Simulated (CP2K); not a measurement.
Band structure of CdS (F-43m, 2 atoms in the cell).

```yaml
crystal:
  lattice:
    - [4.07789, 0.00000, 0.00000]
    - [2.03895, 3.53156, 0.00000]
    - [2.03895, 1.17719, 3.32959]
  atoms:
    - { symbol: Cd, position: [0.00000, 0.00000, 0.00000] }
    - { symbol: S, position: [0.25000, 0.25000, 0.25000] }
```

Level of theory: PBE, GPW, DZVP-MOLOPT-PBE-GTH basis, GTH-PBE potentials (POTENTIAL_UZH) in CP2K.

Settings: CUTOFF = 500 Ry; REL_CUTOFF = 40 Ry; KPOINTS/SCHEME = MACDONALD 10 10 10 0.05 0.05 0.05; XC_FUNCTIONAL = PBE; Cd/BASIS_SET = DZVP-MOLOPT-PBE-GTH-q12; Cd/POTENTIAL = GTH-PBE-q12; S/BASIS_SET = DZVP-MOLOPT-PBE-GTH-q6; S/POTENTIAL = GTH-PBE-q6; METHOD = GPW; EPS_DEFAULT = 1e-10; EXTRAPOLATION = USE_GUESS; NGRIDS = 5; SCF_GUESS = ATOMIC; EPS_SCF = 1e-07.

The starting cell comes from a database of computed structures (which also holds hypothetical and non-ambient phases and stackings), without a prior relaxation at this level. Its lattice was rescaled by a random factor within 2.5 % of one. Values carry the incompleteness of an atom-centred basis.

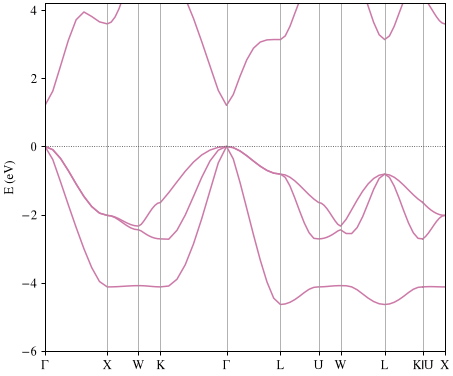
Figure. Bands along the path, energies from the top of the valence band on the SCF mesh.

Read off roughly the gap and where its edges lie.

The gap along the path is about 1.2 eV (computed: 1.20 eV), direct at Γ to within 0.01 eV.

Levels in eV from the top of the valence band on the SCF mesh, bands 6 to 10:
```
point      6      7      8      9    10
-----  -----  -----  -----  -----  ----
Γ      -7.36   0.00   0.00   0.00  1.20
X      -6.89  -4.12  -2.02  -2.02  3.60
W      -6.67  -4.08  -2.45  -2.34  5.60
K      -6.73  -4.12  -2.71  -1.64  4.42
L      -6.95  -4.64  -0.81  -0.81  3.14
U      -6.73  -4.12  -2.71  -1.64  4.42
```

Higher empty bands are left out: an atom-centred basis made for the valence describes them poorly.
